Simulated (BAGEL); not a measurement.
# GeCNClF (SMILES N#[C][Ge]([F])[Cl]): UHF/6-31G(d) (density fitting with qzvpp-jkfit, spherical functions)

What is the vertical ionisation energy of GeCNClF at UHF/6-31G* (density fitting with qzvpp-jkfit, spherical functions)? 

The results are computed with BAGEL 1.2.2.

7 further runs of the same task are left out: 6 that didn't finish, 1 set aside as unsound or not needed.

## (1) The system as given

GeCNClF: 5 atoms, total charge 0, spin state doublet. SMILES: `N#[C][Ge]([F])[Cl]`. Geometry: relaxed at PBE0-D4/def2-TZVP.

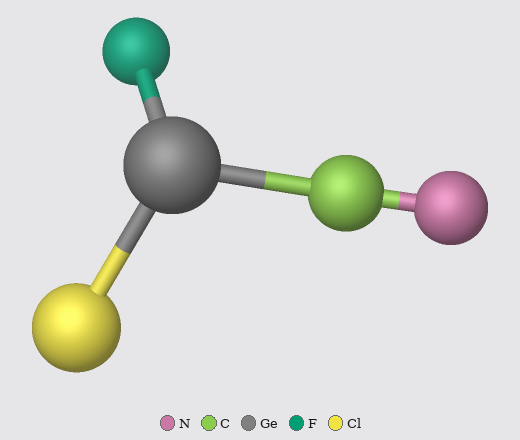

Viewed from a chosen angle; nitrogen pink, carbon green, germanium grey, fluorine teal, chlorine yellow.

## (2) The energy at UHF/6-31G(d) (density fitting with qzvpp-jkfit, spherical functions)

The input, input.json:

```json
{ "bagel" : [

{
  "title" : "molecule",
  "basis" : "6-31gs.json",
  "df_basis" : "qzvpp-jkfit",
  "angstrom" : true,
  "geometry" : [
    { "atom" : "N", "xyz" : [    1.169800,   -1.332900,    1.557000 ] },
    { "atom" : "C", "xyz" : [    0.647700,   -0.755000,    0.707300 ] },
    { "atom" : "Ge", "xyz" : [   -0.063200,    0.127200,   -0.853400 ] },
    { "atom" : "F", "xyz" : [   -1.722100,   -0.343000,   -0.913400 ] },
    { "atom" : "Cl", "xyz" : [    0.017500,    2.230100,   -0.539000 ] }
  ]
},
{ "title" : "uhf", "nopen" : 1 },
{ "title" : "print", "file" : "orbitals.molden", "orbitals" : true }

]}
```

The basis set 6-31G* is read from a file made from the Basis Set Exchange's data (not shown).

Run with:

```
BAGEL_NUM_THREADS=1 BAGEL input.json > input.out
```

Standard output:

```text
* using 1 threads per process

  ===============================================================
  ===============================================================

  *** Geometry ***

  { "atom" : "N", "xyz" : [      2.210602,     -2.518816,      2.942304 ] },
  { "atom" : "C", "xyz" : [      1.223976,     -1.426743,      1.336603 ] },
  { "atom" : "Ge", "xyz" : [     -0.119431,      0.240373,     -1.612692 ] },
  { "atom" : "F", "xyz" : [     -3.254297,     -0.648176,     -1.726076 ] },
  { "atom" : "Cl", "xyz" : [      0.033070,      4.214278,     -1.018562 ] },

  Number of auxiliary basis functions:      623

  Since a DF basis is specified, we compute 2- and 3-index integrals:
    o Being stored without compression. Storage requirement is 0.042 GB

  Number of basis functions:       92
  Number of electrons      :       71

    * METHOD: MOLECULE                             0.45

  *** Open-shell HF ***

  === Nuclear Repulsion ===
   409.3918106129

      * DIIS with orbital gradients will be used.

  === UHF iteration (6-31gs.json) ===
      0      -2726.03917401          0.04141023           0.34
      1      -2726.14618399          0.03863092           0.34
      2      -2726.19270479          0.03469525           0.40
      3      -2726.35132413          0.00251915           0.39
      4      -2726.35293230          0.00112824           0.33
      5      -2726.35344208          0.00028708           0.40
      6      -2726.35353272          0.00009486           0.39
      7      -2726.35355472          0.00004320           0.34
      8      -2726.35356671          0.00001780           0.40
      9      -2726.35357014          0.00001231           0.38
     10      -2726.35357303          0.00000686           0.34
     11      -2726.35357534          0.00000502           0.40
     12      -2726.35357685          0.00000428           0.37
     13      -2726.35357848          0.00000377           0.35
     14      -2726.35358025          0.00000322           0.40
     15      -2726.35358266          0.00000229           0.37
     16      -2726.35358345          0.00000183           0.35
     17      -2726.35358402          0.00000133           0.40
     18      -2726.35358461          0.00000107           0.38
     19      -2726.35358501          0.00000092           0.35
     20      -2726.35358545          0.00000084           0.40
     21      -2726.35358596          0.00000077           0.39
     22      -2726.35358652          0.00000073           0.34
     23      -2726.35358671          0.00000072           0.40
     24      -2726.35358679          0.00000072           0.39
     25      -2726.35358680          0.00000072           0.33
     26      -2726.35358676          0.00000072           0.40
[... 4 lines of this table left out ...]
     31      -2726.35358662          0.00000070           0.34
     32      -2726.35358657          0.00000069           0.40
     33      -2726.35358650          0.00000070           0.38
     34      -2726.35358693          0.00000068           0.34
     35      -2726.35358777          0.00000058           0.40
     36      -2726.35358812          0.00000045           0.37
     37      -2726.35358831          0.00000031           0.36
     38      -2726.35358830          0.00000024           0.37
     39      -2726.35358832          0.00000013           0.31
     40      -2726.35358833          0.00000004           0.40
     41      -2726.35358833          0.00000002           0.40
     42      -2726.35358833          0.00000001           0.32
     43      -2726.35358833          0.00000001           0.40
    * SCF iteration converged.

    * S^2 (UHF) is 0.7585

    * Permanent dipole moment:
           (   -0.254618,    -0.230213,     1.117163) a.u.

    * METHOD: UHF                                 16.75

    * METHOD: PRINT                                0.01

  ===============================================================
```

Wall time 17 s (1 thread of Arm Neoverse V2, shared host); peak memory 0.18 GiB.

## (3) The singlet cation at the same level

The input, job.json:

```json
{ "bagel": [

{
  "title": "molecule",
  "basis": "6-31gs.json",
  "df_basis": "qzvpp-jkfit",
  "angstrom": "true",
  "geometry": [
    { "atom": "N", "xyz": [       1.169800,      -1.332900,       1.557000 ] },
    { "atom": "C", "xyz": [       0.647700,      -0.755000,       0.707300 ] },
    { "atom": "Ge", "xyz": [      -0.063200,       0.127200,      -0.853400 ] },
    { "atom": "F", "xyz": [      -1.722100,      -0.343000,      -0.913400 ] },
    { "atom": "Cl", "xyz": [       0.017500,       2.230100,      -0.539000 ] }
  ]
},

{
  "title": "hf",
  "charge": 1
},

{
  "title": "print",
  "file": "orbitals.molden",
  "orbitals": "true"
}

]}
```

The basis set 6-31G* is read from a file made from the Basis Set Exchange's data (not shown).

Run with:

```
BAGEL_NUM_THREADS=1 BAGEL job.json > job.out
```

Standard output:

```text
* using 1 threads per process

  ===============================================================
  ===============================================================

  *** Geometry ***

  { "atom" : "N", "xyz" : [      2.210602,     -2.518816,      2.942304 ] },
  { "atom" : "C", "xyz" : [      1.223976,     -1.426743,      1.336603 ] },
  { "atom" : "Ge", "xyz" : [     -0.119431,      0.240373,     -1.612692 ] },
  { "atom" : "F", "xyz" : [     -3.254297,     -0.648176,     -1.726076 ] },
  { "atom" : "Cl", "xyz" : [      0.033070,      4.214278,     -1.018562 ] },

  Number of auxiliary basis functions:      623

  Since a DF basis is specified, we compute 2- and 3-index integrals:
    o Being stored without compression. Storage requirement is 0.042 GB

  Number of basis functions:       92
  Number of electrons      :       71

    * METHOD: MOLECULE                             0.47

  *** RHF ***

  === Nuclear Repulsion ===
   409.3918106129

      * DIIS with orbital gradients will be used.

  === RHF iteration (6-31gs.json) ===
      0      -2725.59561556          0.02374762           0.16
      1      -2725.60110857          0.02608898           0.14
      2      -2725.95738652          0.00248911           0.19
      3      -2725.96356575          0.00142450           0.19
      4      -2725.96564225          0.00035852           0.19
      5      -2725.96593543          0.00015206           0.19
      6      -2725.96597364          0.00007395           0.18
      7      -2725.96598797          0.00002947           0.13
      8      -2725.96599044          0.00001500           0.19
      9      -2725.96599112          0.00000773           0.19
     10      -2725.96599123          0.00000441           0.19
     11      -2725.96599128          0.00000216           0.19
     12      -2725.96599129          0.00000100           0.19
     13      -2725.96599129          0.00000037           0.13
     14      -2725.96599129          0.00000018           0.18
     15      -2725.96599129          0.00000008           0.19
     16      -2725.96599129          0.00000004           0.19
     17      -2725.96599129          0.00000002           0.19
     18      -2725.96599129          0.00000001           0.19
     19      -2725.96599129          0.00000001           0.13
    * SCF iteration converged.

    * Permanent dipole moment:
           (   -0.750039,    -0.112947,     1.551168) a.u.

    * METHOD: HF                                   3.90

    * METHOD: PRINT                                0.01

  ===============================================================
```

Wall time 4.8 s (1 thread of Arm Neoverse V2, shared host); peak memory 0.18 GiB.

## (4) What came out

At UHF/6-31G* (density fitting with qzvpp-jkfit, spherical functions):

| quantity | value |
| --- | --- |
| doublet GeCNClF: total energy | -2726.35359 Eh |
| doublet GeCNClF: dipole moment | 2.97 D |
| doublet GeCNClF: ⟨S²⟩ | 0.758 |
| singlet cation: total energy | -2725.96599 Eh |
| singlet cation: HOMO energy | -19.07 eV |
| singlet cation: LUMO energy | -9.53 eV |
| singlet cation: HOMO–LUMO gap | 9.54 eV |
| vertical ionisation energy (to the singlet cation) | 10.547 eV |

In words: The vertical ionisation energy comes to 10.55 eV (243 kcal/mol). Only the singlet of the ionised species was computed; a triplet could lie lower.
